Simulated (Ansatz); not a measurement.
**HF/3-21G run of BGeNH6 (SMILES B[NH][GeH3])**

What is the electronic atomisation energy of BGeNH6 at HF/3-21G? 

Program for the calculation: Ansatz 0.2.0.

69 further runs of the same task are left out: 69 set aside as unsound or not needed.

## (1) Starting point

BGeNH6: 9 atoms, total charge 0, spin state singlet. SMILES: `B[NH][GeH3]`. Geometry: relaxed at PBE0-D4/def2-TZVP.

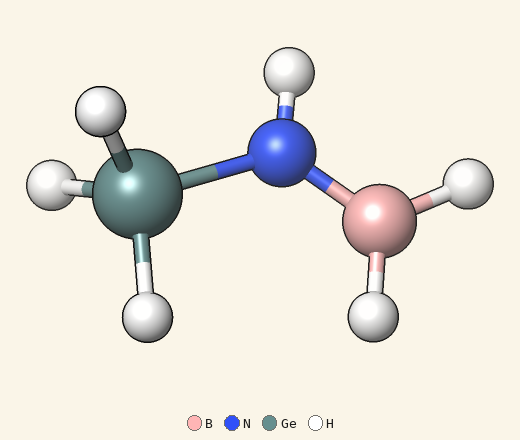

The structure, seen from a chosen angle (boron pink, nitrogen blue, germanium teal, hydrogen white).

## (2) The energy at HF/3-21G

File molecule.yaml:

```yaml
crystal:
  periodic: [false, false, false]
  atoms:
    - symbol: B
      position_ang: [-0.874000, 0.629500, -1.162900]
    - symbol: N
      position_ang: [-0.023300, 0.687100, -0.062700]
    - symbol: Ge
      position_ang: [0.665200, -0.761400, 0.866600]
    - symbol: H
      position_ang: [-1.217900, -0.440700, -1.581000]
    - symbol: H
      position_ang: [-1.249100, 1.647000, -1.674800]
    - symbol: H
      position_ang: [0.253900, 1.598400, 0.272500]
    - symbol: H
      position_ang: [2.201600, -0.714800, 0.804900]
    - symbol: H
      position_ang: [0.114900, -2.015200, 0.184600]
    - symbol: H
      position_ang: [0.217300, -0.676000, 2.335700]
basis:
  gaussian:
    orbitals: 3-21G-spherical.json
output: {orbitals: {seedname: orbitals}}
magnetization:
  spin_polarized: false
accuracy: high
hamiltonian:
  xc: hf
```

The basis set 3-21G is read from a file made from the Basis Set Exchange's data (not shown).

Started as:

```sh
ansatz run molecule.yaml --threads 1 --pin off --max-ram 3480MiB --events-out events.jsonl --progress --plain --runs-dir runs
```

The program printed:

```text
Warning: RAYON_NUM_THREADS=1 ignored (pool sized by the plan → 1); use --threads N
Functional definition: HF
  name "HF"
  exchange = exact_x
  correlation = 0
1097 factors; integrals over basis functions are off by at most 3.9e-9 eV
mean field evaluation 1: about -58435.9168 eV, gradient 2.5e1 eV
mean field evaluation 2: about -58436.1773 eV, gradient 2.5e1 eV
mean field evaluation 4: about -58437.7424 eV, gradient 2.5e0 eV
mean field evaluation 8: about -58437.7661 eV, gradient 3.0e-4 eV
mean field -58437.76606282 eV, -2147.5482922680 hartree, gradient 1.6e-8 eV, S^2 0.000000; 0 other end points of the search recorded, 0 dependent functions left out
reference -58437.76606282 eV, -2147.5482922680 hartree; 25, 25 occupied and 27, 27 virtual orbitals, 1097 factors
Total energy: -58437.76606282 eV, -2147.5482922680 hartree
```

Run time: 0.52 s. Hardware: 1 thread of Arm Neoverse V2, shared host; peak memory 0.11 GiB.

## (3) The B atom, same level

File molecule.yaml:

```yaml
crystal:
  periodic: [false, false, false]
  atoms:
    - {symbol: B, position_ang: [0.000000, 0.000000, 0.000000]}
basis:
  gaussian:
    orbitals: 3-21G.json
accuracy: high
hamiltonian:
  xc: hf
magnetization:
  spin_polarized: true
  initial_magnetization: 1
```

The basis set 3-21G is read from a file made from the Basis Set Exchange's data (not shown).

Run the same way, it converges to -24.38976 Eh (log not shown).

## (4) The Ge atom, same level

File molecule.yaml:

```yaml
crystal:
  periodic: [false, false, false]
  atoms:
    - {symbol: Ge, position_ang: [0.000000, 0.000000, 0.000000]}
basis:
  gaussian: {orbitals: 3-21G-spherical.json}
magnetization: {spin_polarized: true, initial_magnetization: 2}
hamiltonian: {xc: hf}
accuracy: high
```

The basis set 3-21G is read from a file made from the Basis Set Exchange's data (not shown).

Started as:

```sh
ansatz run molecule.yaml --threads 1 --pin off --max-ram 3480MiB --events-out events.jsonl --progress --plain --runs-dir runs
```

The program printed:

```text
Warning: RAYON_NUM_THREADS=1 ignored (pool sized by the plan → 1); use --threads N
[... 4 set-up lines as earlier in the session ...]
183 factors; integrals over basis functions are off by at most 3.5e-9 eV
mean field evaluation 1: about -56199.3435 eV, gradient 2.6e0 eV
mean field evaluation 2: about -56199.3527 eV, gradient 2.6e0 eV
mean field evaluation 4: about -56199.4497 eV, gradient 1.0e-1 eV
mean field evaluation 8: about -56199.4492 eV, gradient 3.8e-4 eV
mean field evaluation 16: about -56199.4492 eV, gradient 3.1e-2 eV
mean field evaluation 32: about -56199.4492 eV, gradient 9.8e-5 eV
mean field -56199.44924806 eV, -2065.2916665113 hartree, gradient 8.5e-8 eV, S^2 2.000285; 1 other end points of the search recorded, 0 dependent functions left out
reference -56199.44924806 eV, -2065.2916665113 hartree; 17, 15 occupied and 5, 7 virtual orbitals, 183 factors
Total energy: -56199.44924806 eV, -2065.2916665113 hartree
```

Wall time 0.1 s (1 thread of Arm Neoverse V2, shared host).

## (5) The H atom at the same level

File input.yaml:

```yaml
crystal:
  periodic: [false, false, false]
  atoms:
    - {symbol: H, position_ang: [0.000000, 0.000000, 0.000000]}
basis:
  gaussian:
    orbitals: 3-21G.json
accuracy: high
magnetization:
  spin_polarized: true
  initial_magnetization: 1
hamiltonian:
  xc: hf
```

The basis set 3-21G is read from a file made from the Basis Set Exchange's data (not shown).

Started as:

```sh
ansatz run input.yaml --threads 1 --pin off --max-ram 3480MiB --events-out events.jsonl --progress --plain --runs-dir runs
```

The program printed:

```text
Warning: RAYON_NUM_THREADS=1 ignored (pool sized by the plan → 1); use --threads N
[... 4 set-up lines as earlier in the session ...]
3 factors; integrals over basis functions are off by at most 1.3e-8 eV
mean field evaluation 1: about -13.4868 eV, gradient 1.3e0 eV
mean field evaluation 2: about -13.4868 eV, gradient 1.3e0 eV
mean field evaluation 4: about -13.5023 eV, gradient 2.1e-5 eV
mean field evaluation 8: about -13.5023 eV, gradient 1.0e-12 eV
mean field -13.50225274 eV, -0.4961986360 hartree, gradient 4.5e-8 eV, S^2 0.750000; 0 other end points of the search recorded, 0 dependent functions left out
reference -13.50225274 eV, -0.4961986360 hartree; 1, 0 occupied and 1, 2 virtual orbitals, 3 factors
Total energy: -13.50225274 eV, -0.4961986360 hartree
```

Run time: 0.02 s. Hardware: 1 thread of Arm Neoverse V2, shared host.

## (6) The N atom, same level

File input.yaml:

```yaml
crystal:
  periodic: [false, false, false]
  atoms:
    - symbol: "N"
      position_ang: [0.000000, 0.000000, 0.000000]
basis:
  gaussian:
    orbitals: 3-21G.json
total_charge: 0
magnetization:
  spin_polarized: true
  initial_magnetization: 3
hamiltonian:
  xc: hf
accuracy: high
```

The basis set 3-21G is read from a file made from the Basis Set Exchange's data (not shown).

Run the same way, it converges to -54.10539 Eh (log not shown).

## (7) Results

Level: HF/3-21G.

| quantity | value |
| --- | --- |
| molecule: total energy | -2147.54829 Eh |
| molecule: HOMO energy | -11.28 eV |
| molecule: LUMO energy | 4.12 eV |
| molecule: HOMO–LUMO gap | 15.40 eV |
| B atom: total energy | -24.38976 Eh |
| B atom: ⟨S²⟩ | 0.750 |
| Ge atom: total energy | -2065.29167 Eh |
| Ge atom: ⟨S²⟩ | 2.000 |
| H atom: total energy | -0.49620 Eh |
| H atom: ⟨S²⟩ | 0.750 |
| N atom: total energy | -54.10539 Eh |
| N atom: ⟨S²⟩ | 3.752 |
| electronic atomisation energy | 21.341 eV |

In words: Taking the molecule apart into free atoms costs 21.34 eV (492 kcal/mol), before zero-point energy and without spin-orbit coupling. Hartree–Fock lacks the correlation of the bonding pairs, which as a rule makes this value much too low; in minimal bases other errors can mask that. The basis has no polarisation functions, which makes bonds too weak.
